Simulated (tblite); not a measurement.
# C5H9BrGeO: the cost of one run

Programs: tblite 0.8.0 and PySCF 2.14.0, with density-fitted response routines of our own. Each step states its level of theory. These are calculated values for one molecule in the gas phase, unless marked as measured. Atoms count from 0, in the outputs and in this text.

**1. The molecule as given**

17 atoms, charge 0, multiplicity 1; geometry from: force field or distance geometry start.

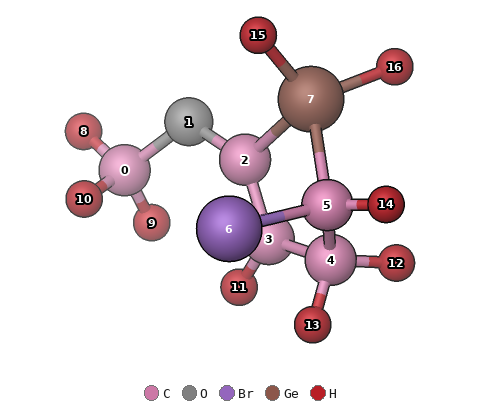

As it starts; carbon pink, oxygen grey, bromine purple, germanium brown, hydrogen red, atoms numbered.

**2. Geometry optimisation with GFN2-xTB**

The job: settings as JSON, then the geometry in Å.

```
{"job": {"kind": "relax", "xc": "GFN2-xTB", "basis": "xTB"}, "charge": 0, "multiplicity": 1}
C      2.812800    -0.460500    -0.556600
O      1.520900    -0.993300    -0.893100
C      0.369000    -0.359600    -0.479200
C      0.155200     0.888800    -0.104200
C     -1.193900     1.266100     0.271900
C     -2.001400     0.155100     0.896400
Br    -1.383500    -0.265800     2.678700
Ge    -1.380400    -1.222300    -0.388600
H      3.642200    -1.079800    -0.939500
H      2.928300     0.583100    -0.905600
H      2.899800    -0.439300     0.548600
H      1.007400     1.592900    -0.051600
H     -1.763200     1.748400    -0.565300
H     -1.073700     2.025300     1.104300
H     -3.079000     0.311800     0.830700
H     -1.318100    -2.611800     0.254100
H     -2.149500    -1.127000    -1.710900
```

Command:

```bash
$ OMP_NUM_THREADS=1 python probes_run.py task.json out
```

One launch serves the whole session: the jobs run in the order shown.

Q: Estimate the wall time and peak memory of this first job on 1 thread of Arm Neoverse N1, shared host.

About 1.2 s, with a peak of 0.18 GiB.
